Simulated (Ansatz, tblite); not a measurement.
# (CuSH)4 ring (Cu4H4S4): spin-state energies by level

Aim: set other spin states of (CuSH)4 ring (Cu4H4S4) against its singlet, on many levels of theory.

Method: as each input shows; program: Ansatz 0.2.0, Gaussian basis.

Levels to be run: triplet, at the geometry of the singlet (GFN1-xTB, GFN2-xTB, PBE0-D4/def2-TZVP, PBE-D4/def2-TZVP, r2SCAN-D4/def2-TZVP); the singlet's energies come from earlier runs.

1 further run of the same task is left out (set aside as unsound or not needed).

## 1. The structure

The geometry is that of the singlet, from an earlier relaxation (r2SCAN-D4/def2-SVP).

12 atoms, charge 0, spin multiplicity 1.

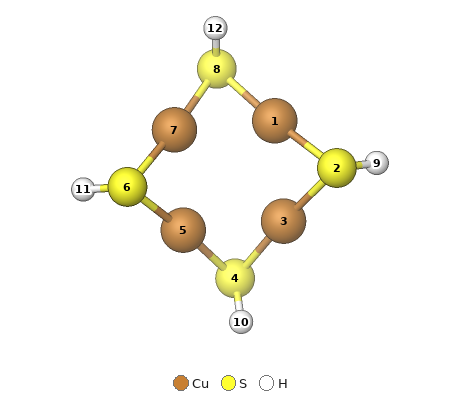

The geometry (copper orange, sulfur yellow, hydrogen white); atoms are numbered from 1 in the order of the file.

No spin-orbit coupling is included.

## 2. Triplet at the fixed geometry, GFN1-xTB

Tight binding, by tblite at 300 K electronic temperature and without a spin-polarisation term:

```python
tblite.interface.Calculator('GFN1-xTB', numbers, positions, charge=0, uhf=2).singlepoint()
```

Energy -955.2880 eV; 0.034 s.

## 3. Triplet at the fixed geometry, GFN2-xTB

Tight binding, by tblite at 300 K electronic temperature and without a spin-polarisation term:

```python
tblite.interface.Calculator('GFN2-xTB', numbers, positions, charge=0, uhf=2).singlepoint()
```

Energy -832.5063 eV; 0.059 s.

## 4. Triplet at the fixed geometry, PBE0-D4/def2-TZVP

The input, in.yaml:

```yaml
crystal:
  periodic: [false, false, false]
  atoms:
    - {symbol: Cu, position_ang: [-1.172788, -1.284510, -0.313077]}
    - {symbol: S, position_ang: [-1.140033, -1.937368, 1.798815]}
    - {symbol: Cu, position_ang: [-0.665641, 0.214433, 1.622103]}
    - {symbol: S, position_ang: [-0.251478, 2.385674, 1.589801]}
    - {symbol: Cu, position_ang: [1.174647, 1.283190, 0.309854]}
    - {symbol: S, position_ang: [2.706300, 0.293452, -0.939483]}
    - {symbol: Cu, position_ang: [0.667432, -0.215746, -1.625202]}
    - {symbol: S, position_ang: [-1.314357, -0.741760, -2.451320]}
    - {symbol: H, position_ang: [-2.469718, -1.799185, 2.045290]}
    - {symbol: H, position_ang: [0.517170, 2.429613, 2.710138]}
    - {symbol: H, position_ang: [2.919371, 1.329509, -1.793290]}
    - {symbol: H, position_ang: [-0.970882, -1.957292, -2.953632]}
basis:
  gaussian: {orbitals: def2-TZVP}
magnetization: {spin_polarized: true, initial_magnetization: 2}
hamiltonian: {xc: pbe0, dispersion: d4}
scf: {omitted_lower_state_checks: [starts]}
output: {orbitals: {seedname: orbitals}}
```

Command:

```console
> ansatz run in.yaml --threads 2 --pin off --events-out ev --progress --plain --max-ram 22528MiB --backend cuda --devices 0, --max-vram 18GiB
```

Log:

```text
Functional definition: PBE0
  name "PBE0"
  cite "Adamo & Barone, J. Chem. Phys. 110, 6158 (1999) doi:10.1063/1.478522"
  cite "Perdew, Burke & Ernzerhof, Phys. Rev. Lett. 77, 3865 (1996) doi:10.1103/PhysRevLett.77.3865"
  parent pbe
  parameter a = 0.25
  parameter kappa = 0.804
  parameter beta = 0.06672455060314922
  exchange = (1 - a)*pbe_x(kappa = kappa, mu = beta*pi^2/3) + a*exact_x
  correlation = pbe_c(beta = beta)
these checks for a lower state are left out or cut short: starts
2952 factors; integrals over basis functions are off by at most 1.1e-3 eV
mean field evaluation 1: about -221924.7207 eV, gradient 6.9e1 eV
mean field evaluation 2: about -221582.3900 eV, gradient 4.5e2 eV
mean field evaluation 4: about -221934.8574 eV, gradient 1.6e1 eV
mean field evaluation 8: about -221935.4395 eV, gradient 7.6e-1 eV
mean field evaluation 16: about -221936.0328 eV, gradient 4.8e-2 eV
mean field evaluation 32: about -221936.0328 eV, gradient 2.2e-5 eV
mean field -221936.03284666 eV, -8155.9987734688 hartree, gradient 7.9e-6 eV, S^2 2.007902; 0 other end points of the search recorded, 0 dependent functions left out
reference -221936.03289549 eV, -8155.9987752633 hartree; 93, 91 occupied and 259, 261 virtual orbitals, 2952 factors
Total energy: -221936.67156903 eV, -8156.0222460829 hartree
Checks for a lower state left out: starts
```

Wall time 7.5 s (1 × H100 (card shared with other runs) with 2 threads of AMD EPYC 7R13, shared host); peak host memory 1 GiB.

From the report: HOMO -3.12 eV, LUMO -5.25 eV (over both spins; with the spin held, an empty level of the minority spin lies below the top filled one); ⟨S²⟩ 2.008 (pure: 2.00).

## 5. Triplet at the fixed geometry, PBE-D4/def2-TZVP

start.molden holds the orbitals of an earlier run on this state, given as this run's starting guess.

in.yaml: that of step 4 with these lines changed.

```diff
@@ -16,5 +16,5 @@
 basis:
-  gaussian: {orbitals: def2-TZVP}
+  gaussian: {orbitals: def2-TZVP, initial_orbitals: start.molden}
 magnetization: {spin_polarized: true, initial_magnetization: 2}
-hamiltonian: {xc: pbe0, dispersion: d4}
+hamiltonian: {xc: pbe, dispersion: d4}
 scf: {omitted_lower_state_checks: [starts]}
```

Launched as before.

Log:

```text
Functional definition: PBE
  name "PBE"
  cite "Perdew, Burke & Ernzerhof, Phys. Rev. Lett. 77, 3865 (1996) doi:10.1103/PhysRevLett.77.3865"
  parent pbe
  parameter kappa = 0.804
  parameter beta = 0.06672455060314922
  exchange = pbe_x(kappa = kappa, mu = beta*pi^2/3)
  correlation = pbe_c(beta = beta)
these checks for a lower state are left out or cut short: starts
3032 factors; their error is unknown
mean field evaluation 1: about -221933.7506 eV, gradient 1.5e1 eV
mean field evaluation 2: about -221934.2408 eV, gradient 6.0e-1 eV
mean field evaluation 4: about -221934.1110 eV, gradient 9.3e-2 eV
mean field evaluation 8: about -221934.1110 eV, gradient 2.3e-5 eV
mean field -221934.11101497 eV, -8155.9281474567 hartree, gradient 2.3e-5 eV, S^2 2.001658; 0 other end points of the search recorded, 0 dependent functions left out
reference -221934.11108094 eV, -8155.9281498810 hartree; 93, 91 occupied and 259, 261 virtual orbitals, 3032 factors
Total energy: -221934.83598748 eV, -8155.9547897052 hartree
Checks for a lower state left out: starts
```

Run time: 3.1 s. Hardware: 1 × H100 (card shared with other runs) with 2 threads of AMD EPYC 7R13, shared host; peak host memory 0.98 GiB.

From the report: HOMO -2.40 eV, LUMO -5.54 eV (over both spins; with the spin held, an empty level of the minority spin lies below the top filled one); ⟨S²⟩ 2.002 (pure: 2.00).

## 6. Triplet at the fixed geometry, r2SCAN-D4/def2-TZVP

in.yaml: that of step 5 with these lines changed.

```diff
@@ -18,3 +18,3 @@
 magnetization: {spin_polarized: true, initial_magnetization: 2}
-hamiltonian: {xc: pbe, dispersion: d4}
+hamiltonian: {xc: r2scan, dispersion: d4}
 scf: {omitted_lower_state_checks: [starts]}
```

The command is unchanged.

Log:

```text
Functional definition: r2SCAN
  name "r2SCAN"
  cite "Furness, Kaplan, Ning, Perdew & Sun, J. Phys. Chem. Lett. 11, 8208 (2020) doi:10.1021/acs.jpclett.0c02405"
  cite "Furness, Kaplan, Ning, Perdew & Sun, J. Phys. Chem. Lett. 11, 9248 (2020) doi:10.1021/acs.jpclett.0c03077"
  parent r2scan
  parameter k0 = 0.174
  parameter k1 = 0.065
  parameter a1 = 4.9479
  exchange = r2scan_x(k0 = k0, k1 = k1, a1 = a1)
  correlation = r2scan_c
these checks for a lower state are left out or cut short: starts
3032 factors; their error is unknown
mean field evaluation 1: about -221974.9565 eV, gradient 1.0e1 eV
mean field evaluation 2: about -221975.1727 eV, gradient 3.6e-1 eV
mean field evaluation 4: about -221975.0381 eV, gradient 1.3e-1 eV
mean field evaluation 8: about -221975.0381 eV, gradient 1.4e-5 eV
mean field -221975.03812553 eV, -8157.4321910283 hartree, gradient 1.4e-5 eV, S^2 2.003809; 0 other end points of the search recorded, 0 dependent functions left out
reference -221975.03815583 eV, -8157.4321921420 hartree; 93, 91 occupied and 259, 261 virtual orbitals, 3032 factors
Total energy: -221975.21310313 eV, -8157.4386213367 hartree
Checks for a lower state left out: starts
```

It took 6.5 s on 1 × H100 (card shared with other runs) with 2 threads of AMD EPYC 7R13, shared host; peak host memory 1.2 GiB.

Report: HOMO -2.50 eV, LUMO -5.55 eV (over both spins; with the spin held, an empty level of the minority spin lies below the top filled one); ⟨S²⟩ 2.004 (pure: 2.00).

## 7. Triplet less singlet, vertical

The singlet's energies are those of its earlier runs, whose logs aren't repeated here.

| level | triplet less singlet, vertical (kJ/mol) | time |
| --- | --- | --- |
| GFN1-xTB | +321.5 | 0.058 s |
| GFN2-xTB | +465.6 | 0.077 s |
| PBE-D4/def2-TZVP | +307.3 | 5.7 s |
| r2SCAN-D4/def2-TZVP | +316.6 | 9.6 s |
| PBE0-D4/def2-TZVP | +372.4 | 10 s |

Times add the two runs; a level without a time comes out of a correlated run. Tight binding without a spin term can't rank spin states.

## 8. What came out

| quantity | value |
| --- | --- |
| triplet less singlet, vertical, functionals in def2-TZVP | +307.3 (PBE-D4) to +372.4 kJ/mol (PBE0-D4) |

What this shows: All functionals put the triplet above the singlet, over a spread of 65.1 kJ/mol. The checks for a lower triplet were left out, so another state of that spin may lie lower. The singlet here is a closed shell; an open-shell singlet can lie lower. These are electronic energies, without zero-point motion, entropy or surroundings.
